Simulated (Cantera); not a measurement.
Input: 1 mol AlCl3, 12 mol O2, 53 mol H2, at 0.600 Torr.

Method: chemical equilibrium by Gibbs-energy minimisation in Cantera with the NASA 1993 tables (ideal gas, pure condensed phases). Candidate condensed phases: Al, AlCl3, Al2O3, H2O; 29 gas species. Condensed phases not in the tables: AlOCl. The numbers say what is thermodynamically allowed, not how fast it happens.

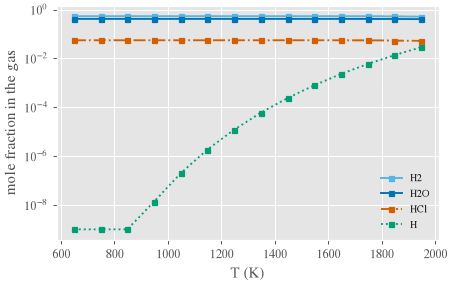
Fig. 1. Equilibrium gas composition (values under 1e-9 drawn at 1e-9)

From 648 K to 1948 K the condensed part is Al2O3(s).
